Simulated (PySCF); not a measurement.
C3H11BGeO2: excited-state calculation

C3H11BGeO2, SMILES CO[B](OC)[GeH2][CH3], computed with TDA PBE0/pcSseg-0, vertical, IEF-PCM chloroform (non-equilibrium linear response), core orbitals frozen in the response (PySCF 2.14.0).

The geometry comes from this level: GFN2-xTB. It belongs to a series of runs on one base structure; here: solvent chloroform; PBE0/pcSseg-0; 12 states, TDA.

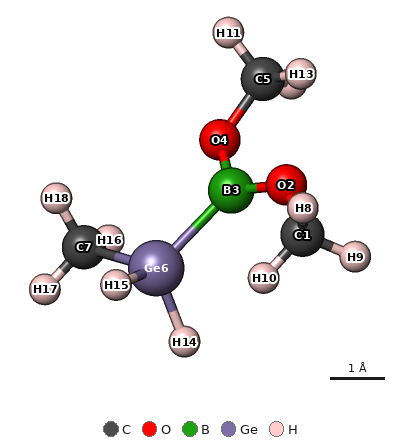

Fig. 1: The input geometry (ball-and-stick view, seen at a tilt; atoms are numbered from 1 in the order of the input). Sticks mark near contacts. Bond lengths as drawn: B–Ge 2.04 Å, B–O 1.34 to 1.35 Å, C–Ge 1.97 Å, C–H 1.09 to 1.10 Å, C–O 1.40 to 1.41 Å and Ge–H 1.52 Å.

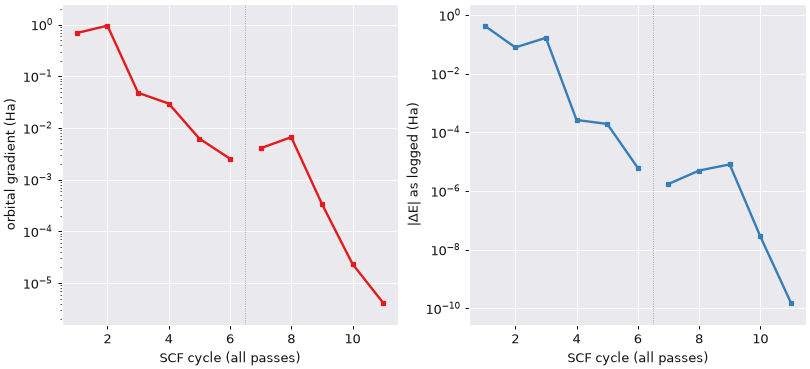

Fig. 2: Convergence of the self-consistent field: orbital gradient and size of the energy change against the SCF cycle. The dotted line marks the change from a coarse to the final integration grid. The first 6 cycles use a coarse grid, the final grid takes over at cycle 7, and the field converges after 11 cycles in all.

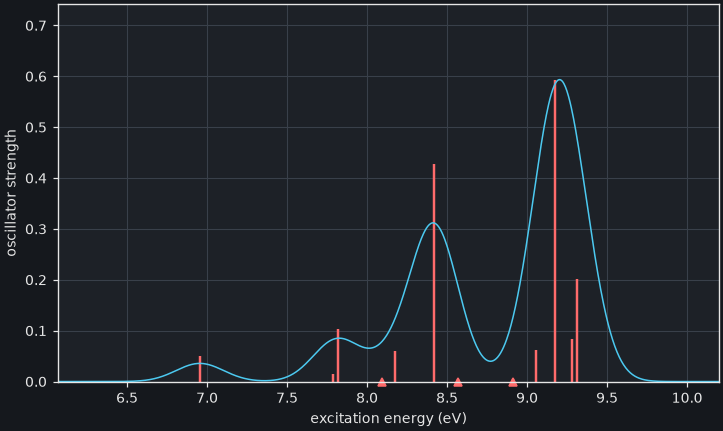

Fig. 3: Computed excitations as sticks (degenerate states added up, dark ones marked on the axis), with a Gaussian envelope of 0.35 eV full width at half maximum, scaled to the tallest. Of the 12 states the lowest lies at 6.95 eV (f = 0.051); the strongest line is at 9.17 eV, or 135 nm (f = 0.593).

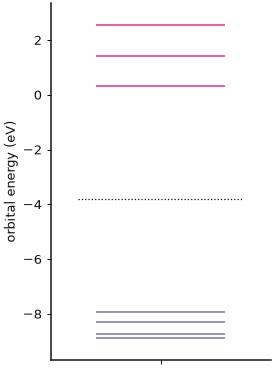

Fig. 4: Orbital energies near the frontier; the dotted line parts filled from empty levels, and levels within 0.02 eV of each other stand side by side. Highest filled −7.95 eV, lowest empty 0.33 eV, 8.28 eV apart.

These pictures come from the run below.

The input
```
{"job": {"kind": "uv", "xc": "PBE0", "basis": "pcSseg-0", "solvent": "chloroform", "nstates": 12, "ntriplets": 5, "tda": true}, "charge": 0, "multiplicity": 1}
C     -1.616638     2.176082     0.040632
O     -1.587526     0.781378     0.175171
B     -0.461607     0.040808     0.143253
O     -0.533313    -1.294294     0.283135
C     -1.732420    -2.020728     0.460364
Ge     1.473524     0.638741    -0.100272
C      2.747111    -0.857863     0.031283
H     -2.092592     2.605921     0.925163
H     -2.205918     2.433712    -0.842675
H     -0.607367     2.588636    -0.065886
H     -1.603309    -2.691324     1.311839
H     -1.921856    -2.612336    -0.437983
H     -2.571799    -1.348330     0.639044
H      1.773932     1.338645    -1.411341
H      1.967180     1.700880     0.864246
H      2.514369    -1.614751    -0.712902
H      3.772445    -0.533533    -0.119008
H      2.677025    -1.325325     1.010001
```

The first line tells a small driver script what to run in PySCF; the rest is the geometry in Å.

Run as:
```bash
OMP_NUM_THREADS=1 python <driver script> task.json out
```

Log
```
coarse grid: 65688 points
cycle   1  E = -2369.5593039092  dE = -4.305e-01  |g| = 6.852e-01  |ddm| = 3.959e+00
cycle   2  E = -2369.4812709672  dE =  7.803e-02  |g| = 9.488e-01  |ddm| = 1.488e+00
cycle   3  E = -2369.6471244316  dE = -1.659e-01  |g| = 4.781e-02  |ddm| = 8.873e-01
cycle   4  E = -2369.6473865224  dE = -2.621e-04  |g| = 2.960e-02  |ddm| = 6.398e-02
cycle   5  E = -2369.6475793386  dE = -1.928e-04  |g| = 6.214e-03  |ddm| = 3.078e-02
cycle   6  E = -2369.6475854483  dE = -6.110e-06  |g| = 2.540e-03  |ddm| = 7.390e-03
final grid: 139384 points
cycle   7  E = -2369.6475391884  dE =  1.720e-06  |g| = 4.045e-03  |ddm| = 5.664e-03
cycle   8  E = -2369.6475342383  dE =  4.950e-06  |g| = 6.626e-03  |ddm| = 8.846e-03
cycle   9  E = -2369.6475422465  dE = -8.008e-06  |g| = 3.403e-04  |ddm| = 5.489e-03
cycle  10  E = -2369.6475422744  dE = -2.794e-08  |g| = 2.336e-05  |ddm| = 3.361e-04
cycle  11  E = -2369.6475422746  dE = -1.528e-10  |g| = 4.146e-06  |ddm| = 4.182e-05
converged SCF energy = -2369.6475422746

Static polarisability (au): isotropic 87.312, principal 72.138 91.257 98.541

Singlet excitations
state   eV       nm        f      main configurations
  1   6.9549    178.3   0.05105   H->L 0.96
  2   7.7844    159.3   0.01553   H-2->L 0.85, H-4->L 0.12
  3   7.8158    158.6   0.10248   H-1->L 0.72, H->L+1 0.24
  4   8.0910    153.2   0.00340   H-4->L 0.84, H-2->L 0.12
  5   8.1720    151.7   0.05947   H-3->L 0.48, H->L+1 0.32, H-1->L 0.16
  6   8.4207    147.2   0.42756   H-3->L 0.47, H->L+1 0.40
  7   8.5657    144.7   0.00467   H-1->L+1 0.98
  8   8.9145    139.1   0.00507   H-6->L 0.62, H-3->L+1 0.34
  9   9.0555    136.9   0.06225   H-3->L+1 0.60, H-6->L 0.30
 10   9.1742    135.1   0.59347   H-2->L+1 0.81, H-5->L 0.09
 11   9.2812    133.6   0.08390   H->L+2 0.62, H-5->L 0.24
 12   9.3123    133.1   0.20222   H-5->L 0.56, H->L+2 0.32

Triplet excitations (Tamm-Dancoff, eV): 6.0772 6.4727 7.2523 7.5077 7.5962
```

Key numbers

| quantity | value |
| --- | --- |
| outcome | converged |
| total energy | −2369.647542 hartree |
| HOMO | −7.95 eV |
| LUMO | 0.33 eV |
| dipole moment | 2.95 D |
| mean polarisability | 87.31 a.u. |
| lowest singlet excitation | 6.95 eV |
| hardware | 1 CPU thread, shared host |
| wall time | 12 s |
| peak memory | 0.68 GiB |

Notes

Settings chosen away from the usual ones: solvent chloroform; PBE0/pcSseg-0; 12 states, TDA. Spin–orbit coupling is left out, which matters for the heavy atoms.
